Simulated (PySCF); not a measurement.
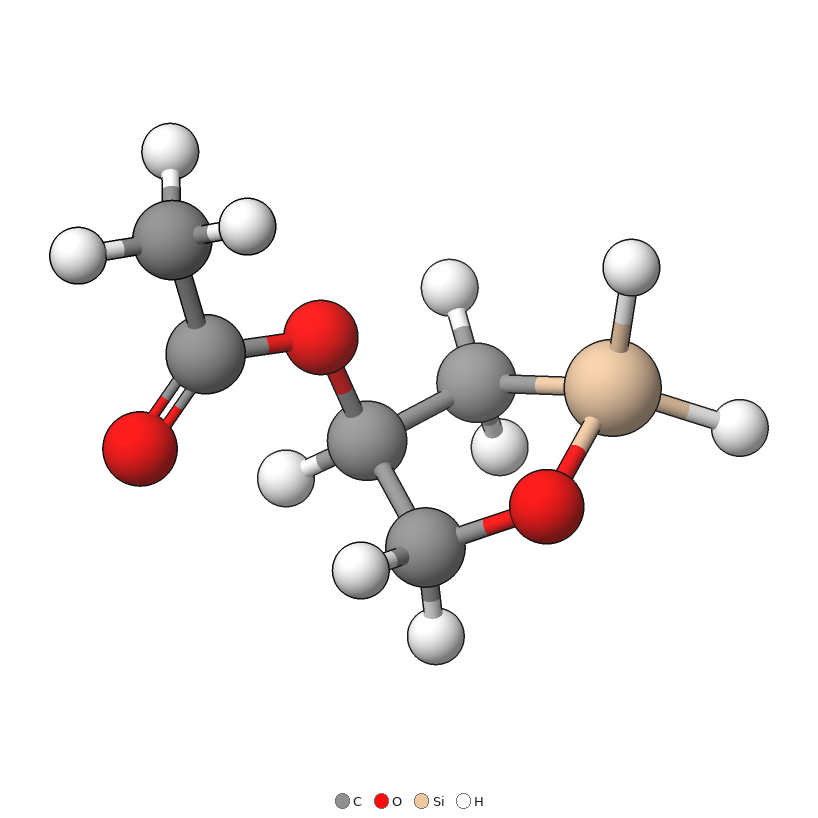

What does the picture show?

Formula C₅H₁₀O₃Si. As SMILES it reads `CC(=O)O[C@@H]1CO[SiH2]C1`. Independent rings (smallest set): 1 of 5 members. Among its groups: ester, Si–H bond, Si–O bond. The point group is C1. Coordination, clear cases only: 4 C tetrahedral; 1 C trigonal planar; 2 O bent.

More results for the same structure follow; atom numbers are the same in all pictures, views and colours differ. The geometry was computed by an optimisation with PBE0-D3(BJ)/def2-SVP. No frequency run is at hand to confirm it as a minimum.

## Shape

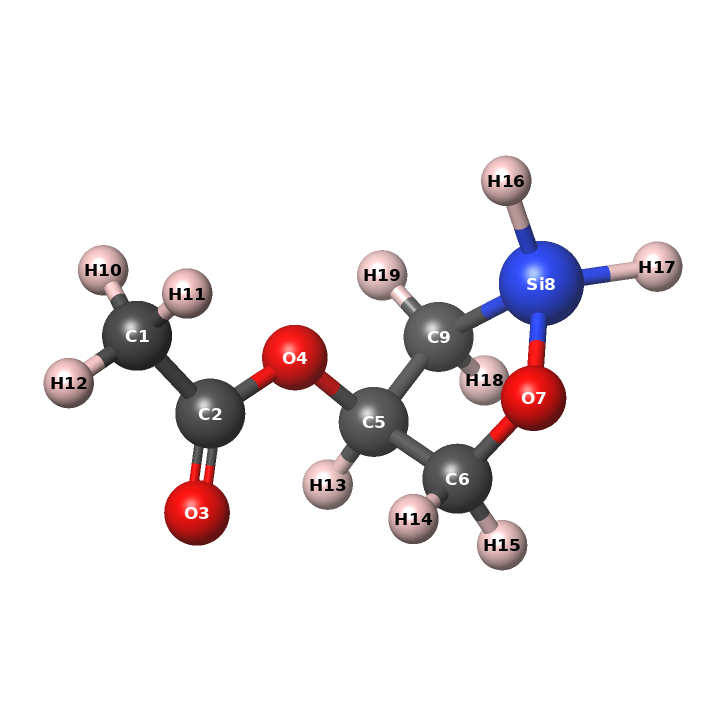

The atoms are numbered. No frequency run is at hand to confirm it as a minimum.

Estimate the angles C1–C2–O3, C2–C1–H10, C2–C1–H12, C2–O4–C5, O3–C2–O4, O4–C5–C6, O4–C5–C9, C5–C6–O7, C5–C6–H15, C5–C9–H18, C6–C5–C9, Si8–C9–H19.

```
     angle  degrees
  C1–C2–O3    125.9
 C2–C1–H10    109.9
 C2–C1–H12    109.7
  C2–O4–C5    117.2
  O3–C2–O4    123.2
  O4–C5–C6    109.9
  O4–C5–C9    105.6
  C5–C6–O7    109.4
 C5–C6–H15    108.9
 C5–C9–H18    109.8
  C6–C5–C9    107.5
Si8–C9–H19    117.3
```

## Electronic properties

No frequency run is at hand to confirm it as a minimum. Level of theory: ωB97X-D/def2-SVPD, gas phase (PySCF 2.14.0). Excitations: vertical, linear response.

Question: Estimate the HOMO–LUMO gap.

Answer: 11.78 eV.

Question: Give the mean static polarisability at this level.

Answer: 91.4 bohr³.

Question: What is the lowest vertical singlet excitation?

Answer: 5.95 eV.

Question: Give the HOMO energy (Kohn–Sham orbital) at this level.

Answer: −9.90 eV.

## Ring current

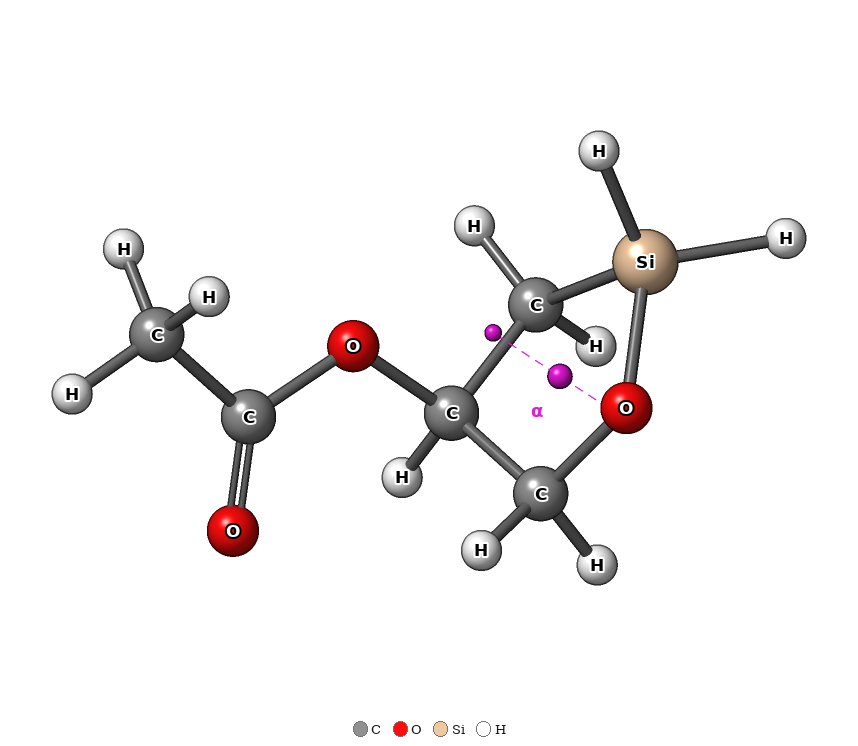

The small points mark where nucleus-independent chemical shifts (NICS) were computed: at the centre of each lettered ring and 1 Å above and below it. No frequency run is at hand to confirm it as a minimum. Level of theory: GIAO PBE0/pcSseg-1 NMR shielding, non-relativistic, IEF-PCM chloroform (PySCF 2.14.0).

Give NICS(0), NICS(1) and the out-of-plane component NICS(1)zz for each ring (means of the two sides).

```
ring  members  NICS(0)  NICS(1)  NICS(1)zz
   α    C3OSi     −5.4     −3.2       −5.4
```

Values in ppm.

Question: What do the values say about the ring currents?

Answer: Ring α: weak, as in a non-aromatic ring. NICS is one index among several.

## Quadrupole coupling

No frequency run is at hand to confirm it as a minimum. Electric field gradients from the ground-state density, PBE0/pcSseg-1 in chloroform (IEF-PCM) (PySCF 2.14.0), non-relativistic apart from any core potentials.

Give the largest field-gradient component, the quadrupole coupling constant and the asymmetry for 17O at O3 (Q = −25.6 mb), 17O at O4 (Q = −25.6 mb), 17O at O7 (Q = −25.6 mb), 2H at H10 (Q = 2.86 mb), 2H at H11 (Q = 2.86 mb).

| atom | V_zz (a.u.) | e²qQ/h (MHz) | η |
| --- | --- | --- | --- |
| O3 | −1.626 | 9.78 | 0.14 |
| O4 | 1.651 | −9.93 | 0.39 |
| O7 | 1.718 | −10.33 | 0.50 |
| H10 | 0.290 | 0.195 | 0.04 |
| H11 | 0.289 | 0.194 | 0.04 |
